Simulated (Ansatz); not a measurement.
**Geometry relaxation, with input and output: SiNH₆O (part 1 of 2)**

SiNH₆O, multiplicity 2, computed with UKS PBE/6-31G* (Ansatz 0.2.0).

The input holds or restrains some coordinates. Forces given for the steps count only the free coordinates. It belongs to a series of runs on one base structure; here: pulled along the bonds that form and break, towards end A. Figures and captions count atoms from 1; the log counts them from 0 in places.

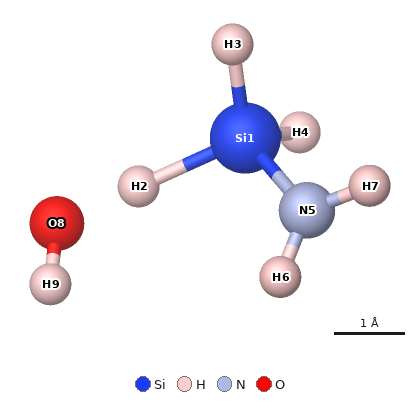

The structure as given in the input (ball-and-stick view, seen at a tilt; atoms are numbered from 1 in the order of the input). Bond lengths as drawn: H–N 1.06 Å, H–O 1.01 Å, H–Si 1.46 to 1.71 Å and N–Si 1.82 Å.

**Input**
```yaml
crystal:
  periodic: [false, false, false]
  atoms:
    - { symbol: Si, position_ang: [0.0, 0.0, 0.0] }
    - { symbol: H, position_ang: [0.0, 0.0, 1.71] }
    - { symbol: H, position_ang: [1.3768, 0.0, -0.4862] }
    - { symbol: H, position_ang: [-0.6877, 1.1914, -0.4862] }
    - { symbol: "N", position_ang: [-0.8572, -1.4851, -0.6061] }
    - { symbol: H, position_ang: [-1.3922, -2.1014, 0.0704] }
    - { symbol: H, position_ang: [-0.8219, -1.7344, -1.6357] }
    - { symbol: O, position_ang: [0.0, 0.0, 3.02] }
    - { symbol: H, position_ang: [-0.5144, -0.8011, 3.3571] }
magnetization:
  spin_polarized: true
  initial_magnetization: 1
basis:
  gaussian: { orbitals: "6-31G*" }
hamiltonian:
  xc: pbe
relax:
  f_tol: 0.15
  max_steps: 25
  restrain:
    - { distance: [1, 7], at: 2.21, k: 30.0 }
    - { distance: [0, 1], at: 1.46, k: 30.0 }
output:
  orbitals: {}
```

Run on 1 thread of Arm Neoverse V2, 24 GiB of memory available, shared host.

Run as:
```bash
ansatz run input.yaml --threads 1 --pin off --max-ram 2048MiB --backend cpu --events-out ev --progress --plain --runs-dir out
```

**The program's output**
```
The last accepted step is kept in [file] (removed where the run ends without a failure and the disk answers)
Engine: ansatz 0.2.0, aarch64-unknown-linux-gnu
Functional definition: PBE
  parameter kappa = 0.804
  parameter beta = 0.06672455060314922
  exchange = pbe_x(kappa = kappa, mu = beta*pi^2/3)
  correlation = pbe_c(beta = beta)
797 factors; their error is unknown
mean field evaluation 1: about -11489.9000 eV, gradient 5.3e1 eV
mean field evaluation 2: about -11389.6138 eV, gradient 1.3e2 eV
mean field evaluation 4: about -11498.7136 eV, gradient 2.2e1 eV
mean field evaluation 8: about -11500.9121 eV, gradient 1.5e-1 eV
mean field evaluation 16: about -11500.8609 eV, gradient 9.1e-4 eV
mean field -11500.86085537 eV, -422.6488408713 hartree, gradient 5.0e-5 eV, S^2 0.753168; 2 other end points of the search recorded, 0 dependent functions left out
the calculation of the forces begins
reference -11500.86088765 eV, -422.6488420577 hartree; 18, 17 occupied and 43, 44 virtual orbitals, 797 factors
relax step   1: F+E_penalty+E_count = -11500.86085537 eV  Δ(F+E_penalty+E_count) = +0.000e0 eV  max|allowed force component| = 2.298e0 eV/Å  E_restraint = 13.08750000 eV  max|allowed force component, restraints' pulls added| = 3.311e1 eV/Å  Δτ_max = 0.0000 Å  (59 SCF iters, accepted)
  distance H 1 - O 7 = 1.3100 Å
  distance Si 0 - H 1 = 1.7100 Å
these checks for a lower state are left out or cut short: starts, cluster_reference, orbital_swaps, neighbouring_geometries, increment
797 factors; their error is unknown
mean field evaluation 32: about -11500.7792 eV, gradient 2.1e-4 eV
mean field -11500.77924674 eV, -422.6458418096 hartree, gradient 1.7e-5 eV, S^2 0.752365; 0 other end points of the search recorded, 0 dependent functions left out
[... from here on the field's lines of each further geometry are left out, up to the last ...]
relax step   2: F+E_penalty+E_count = -11500.77924674 eV  Δ(F+E_penalty+E_count) = +8.161e-2 eV  max|allowed force component| = 1.369e0 eV/Å  E_restraint = 4.28911190 eV  max|allowed force component, restraints' pulls added| = 1.712e1 eV/Å  Δτ_max = 0.1916 Å  (39 SCF iters, accepted)
relax step   3: F+E_penalty+E_count = -11500.65417177 eV  Δ(F+E_penalty+E_count) = +1.251e-1 eV  max|allowed force component| = 2.097e0 eV/Å  E_restraint = 0.57083287 eV  max|allowed force component, restraints' pulls added| = 5.473e0 eV/Å  Δτ_max = 0.1905 Å  (47 SCF iters, accepted)
relax step   4: F+E_penalty+E_count = -11500.72423203 eV  Δ(F+E_penalty+E_count) = -7.006e-2 eV  max|allowed force component| = 8.758e-1 eV/Å  E_restraint = 0.00142992 eV  max|allowed force component, restraints' pulls added| = 5.445e-1 eV/Å  Δτ_max = 0.1909 Å  (82 SCF iters, accepted)
relax step   5: F+E_penalty+E_count = -11500.75698387 eV  Δ(F+E_penalty+E_count) = -3.275e-2 eV  max|allowed force component| = 7.983e-1 eV/Å  E_restraint = 0.00428694 eV  max|allowed force component, restraints' pulls added| = 1.440e-1 eV/Å  Δτ_max = 0.1516 Å  (52 SCF iters, accepted)
relax step   6: F+E_penalty+E_count = -11500.74390210 eV  Δ(F+E_penalty+E_count) = +1.308e-2 eV  max|allowed force component| = 1.607e0 eV/Å  E_restraint = 0.00789946 eV  max|allowed force component, restraints' pulls added| = 1.607e0 eV/Å  Δτ_max = 0.1945 Å  (49 SCF iters, rejected (line search))
relax step   7: F+E_penalty+E_count = -11500.77529206 eV  Δ(F+E_penalty+E_count) = -1.831e-2 eV  max|allowed force component| = 7.303e-1 eV/Å  E_restraint = 0.00653719 eV  max|allowed force component, restraints' pulls added| = 3.330e-1 eV/Å  Δτ_max = 0.0946 Å  (53 SCF iters, accepted)
relax step   8: F+E_penalty+E_count = -11500.79256189 eV  Δ(F+E_penalty+E_count) = -1.727e-2 eV  max|allowed force component| = 7.204e-1 eV/Å  E_restraint = 0.00711949 eV  max|allowed force component, restraints' pulls added| = 2.418e-1 eV/Å  Δτ_max = 0.1000 Å  (51 SCF iters, accepted)
relax step   9: F+E_penalty+E_count = -11500.81593140 eV  Δ(F+E_penalty+E_count) = -2.337e-2 eV  max|allowed force component| = 7.744e-1 eV/Å  E_restraint = 0.00650014 eV  max|allowed force component, restraints' pulls added| = 1.390e-1 eV/Å  Δτ_max = 0.1499 Å  (93 SCF iters, accepted)
relax step  10: F+E_penalty+E_count = -11500.76492169 eV  Δ(F+E_penalty+E_count) = +5.101e-2 eV  max|allowed force component| = 2.069e0 eV/Å  E_restraint = 0.01032688 eV  max|allowed force component, restraints' pulls added| = 2.119e0 eV/Å  Δτ_max = 0.1902 Å  (61 SCF iters, rejected (line search))
relax step  11: F+E_penalty+E_count = -11500.82002126 eV  Δ(F+E_penalty+E_count) = -4.090e-3 eV  max|allowed force component| = 8.236e-1 eV/Å  E_restraint = 0.00799823 eV  max|allowed force component, restraints' pulls added| = 6.682e-1 eV/Å  Δτ_max = 0.0941 Å  (46 SCF iters, accepted)
relax step  12: F+E_penalty+E_count = -11500.82734624 eV  Δ(F+E_penalty+E_count) = -7.325e-3 eV  max|allowed force component| = 7.536e-1 eV/Å  E_restraint = 0.00635363 eV  max|allowed force component, restraints' pulls added| = 5.882e-1 eV/Å  Δτ_max = 0.0973 Å  (56 SCF iters, accepted)
relax step  13: F+E_penalty+E_count = -11500.83284213 eV  Δ(F+E_penalty+E_count) = -5.496e-3 eV  max|allowed force component| = 8.291e-1 eV/Å  E_restraint = 0.00612944 eV  max|allowed force component, restraints' pulls added| = 8.086e-1 eV/Å  Δτ_max = 0.1457 Å  (44 SCF iters, accepted)
relax step  14: F+E_penalty+E_count = -11500.84808095 eV  Δ(F+E_penalty+E_count) = -1.524e-2 eV  max|allowed force component| = 8.153e-1 eV/Å  E_restraint = 0.00677818 eV  max|allowed force component, restraints' pulls added| = 3.200e-1 eV/Å  Δτ_max = 0.0969 Å  (43 SCF iters, accepted)
relax step  15: F+E_penalty+E_count = -11500.85588983 eV  Δ(F+E_penalty+E_count) = -7.809e-3 eV  max|allowed force component| = 7.919e-1 eV/Å  E_restraint = 0.00744532 eV  max|allowed force component, restraints' pulls added| = 1.888e-1 eV/Å  Δτ_max = 0.0866 Å  (41 SCF iters, accepted)
relax step  16: F+E_penalty+E_count = -11500.85994316 eV  Δ(F+E_penalty+E_count) = -4.053e-3 eV  max|allowed force component| = 7.833e-1 eV/Å  E_restraint = 0.00751258 eV  max|allowed force component, restraints' pulls added| = 1.497e-1 eV/Å  Δτ_max = 0.0344 Å  (40 SCF iters, accepted)
relax step  17: F+E_penalty+E_count = -11500.88398484 eV  Δ(F+E_penalty+E_count) = -2.404e-2 eV  max|allowed force component| = 5.197e-1 eV/Å  E_restraint = 0.03724533 eV  max|allowed force component, restraints' pulls added| = 1.111e0 eV/Å  Δτ_max = 0.1999 Å  (45 SCF iters, rejected (line search))
the calculation of the forces begins
reference -11500.87552442 eV, -422.6493799490 hartree; 18, 17 occupied and 43, 44 virtual orbitals, 797 factors
relax step  18: F+E_penalty+E_count = -11500.87549273 eV  Δ(F+E_penalty+E_count) = -1.555e-2 eV  max|allowed force component| = 7.663e-1 eV/Å  E_restraint = 0.00852648 eV  max|allowed force component, restraints' pulls added| = 1.239e-1 eV/Å  Δτ_max = 0.0958 Å  (43 SCF iters, accepted)
  distance H 1 - O 7 = 2.1970 Å
  distance Si 0 - H 1 = 1.4800 Å
797 factors; their error is unknown
mean field evaluation 288: about -11500.8755 eV, gradient 7.6e-4 eV
```

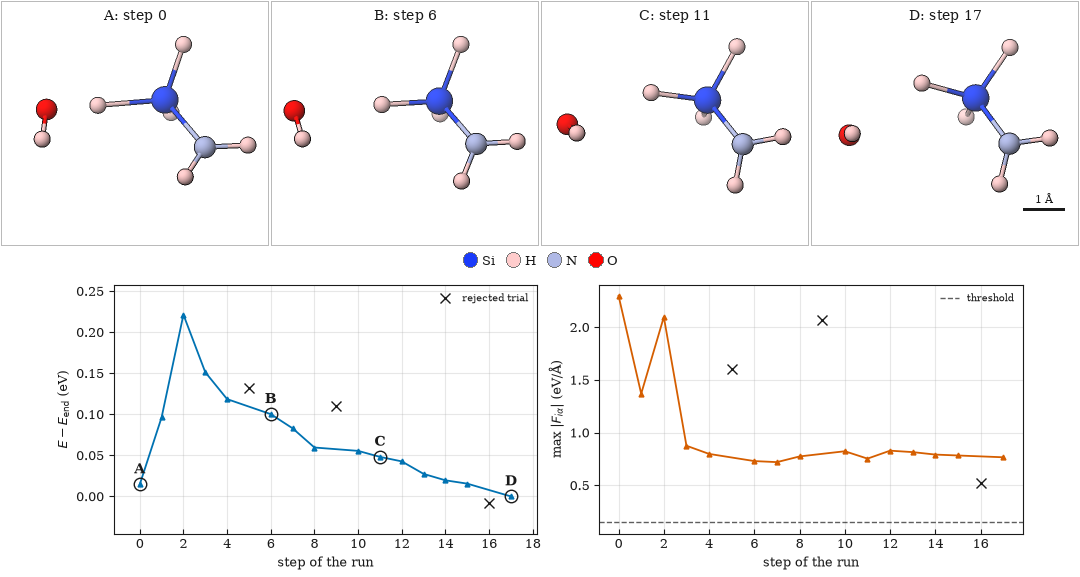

Frames of the restrained relaxation (ball-and-stick view, seen at a tilt) above the curves, on which the letters mark them (the first geometry is step 0 here and step 1 in the log).

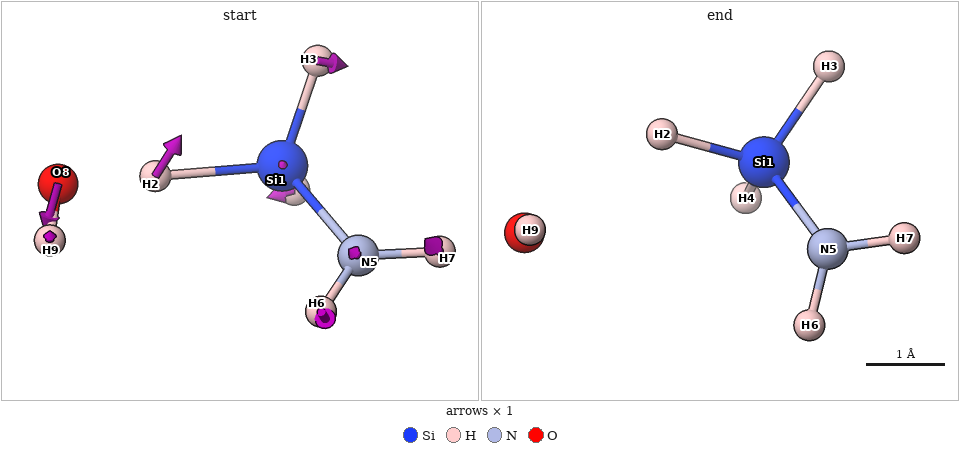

Before (left) and after (right) the restrained relaxation, at one scale (ball-and-stick view, seen at a tilt). The pink arrows give the displacements, at true length. The energy falls by 0.015 eV in 17 geometry steps. Largest force component: 2.3 eV/Å at the start, 0.77 eV/Å at the end. The line search rejected the trial steps at points 5, 9, 16 (counted from 0) and went back. O8 moves most after the best rigid fit: 0.69 Å. Largest moves by element: O 0.69 Å, H 0.67 Å, N 0.20 Å, Si 0.09 Å. Among the contacts that change: Si1–H2 1.710 → 1.480 Å, Si1–N5 1.819 → 1.744 Å, Si1–H3 1.460 → 1.503 Å, N5–H6 1.060 → 1.020 Å. Among the angles that change: H6–N5–H7 120.0° → 111.3°, H4–Si1–N5 109.5° → 115.8°, H3–Si1–N5 109.5° → 105.7°. (Atoms are counted from 1 in the order of the input.)

```
mean field -11500.87549273 eV, -422.6493787844 hartree, gradient 2.5e-6 eV, S^2 0.751859; 5 other end points of the search recorded, 0 dependent functions left out
the calculation of the forces begins
reference -11500.87552442 eV, -422.6493799490 hartree; 18, 17 occupied and 43, 44 virtual orbitals, 797 factors
Total energy: -11500.87552442 eV, -422.6493799490 hartree
Atom 0 at     0.058345    -0.059676    -0.010050 Å, force    -0.231266     0.002008    -0.509600 eV/Å
Atom 1 at     0.590006    -0.135058     1.369069 Å, force     0.124781     0.008291     0.766333 eV/Å
Atom 2 at     1.231630     0.041856    -0.943382 Å, force    -0.029378     0.000437    -0.007172 eV/Å
Atom 3 at    -0.764525     1.195725    -0.091165 Å, force     0.012413    -0.010615    -0.006041 eV/Å
Atom 4 at    -0.763818    -1.534408    -0.446452 Å, force    -0.009919     0.028376     0.012838 eV/Å
Atom 5 at    -1.713785    -1.717926    -0.123409 Å, force     0.027571     0.010249    -0.003067 eV/Å
Atom 6 at    -0.605813    -1.927918    -1.373418 Å, force    -0.006394     0.011283     0.035620 eV/Å
Atom 7 at    -0.615485     0.067826     3.194539 Å, force     0.146555    -0.155516    -0.262855 eV/Å
Atom 8 at    -0.313156    -0.861022     3.367568 Å, force    -0.034363     0.105488    -0.026056 eV/Å
Dipole moment:    -0.092398    -0.458518    -0.350093 e Å
```
